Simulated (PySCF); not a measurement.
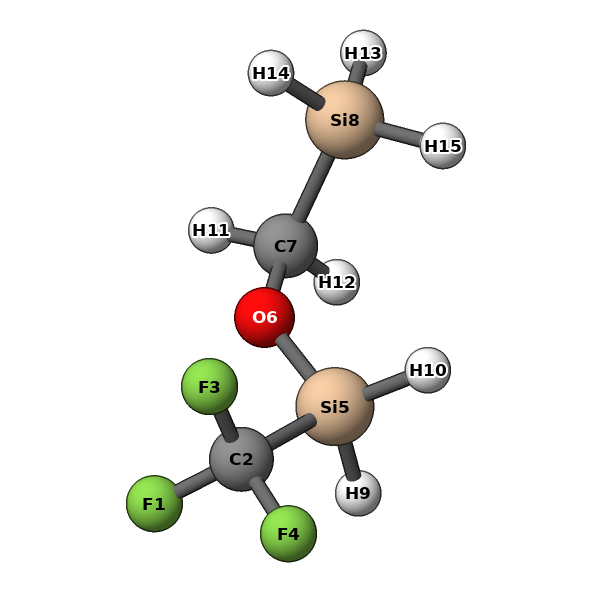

The computed structure is the end point of a GFN2-xTB optimisation. No frequency run is at hand to confirm it as a minimum. Properties computed with GIAO PBE0/pcSseg-1 NMR shielding, non-relativistic, gas phase (PySCF 2.14.0). Principal shieldings σ11 ≤ σ22 ≤ σ33, span Ω = σ33 − σ11, skew κ = 3(σiso − σ22)/Ω.

Give the shielding tensors of the F atoms.

```csv
atom,σ11,σ22,σ33,σiso,Ω,κ
F1,149.5,256.9,338.4,248.3,188.9,−0.14
F3,148.5,257.0,336.7,247.4,188.2,−0.15
F4,148.1,274.8,335.6,252.8,187.5,−0.35
```

Shieldings and span in ppm.

The geometry is semi-empirical. Around Si such bond lengths and angles can be off by a tenth of an ångström or more and by several degrees, and values that hang on the shape move with them.
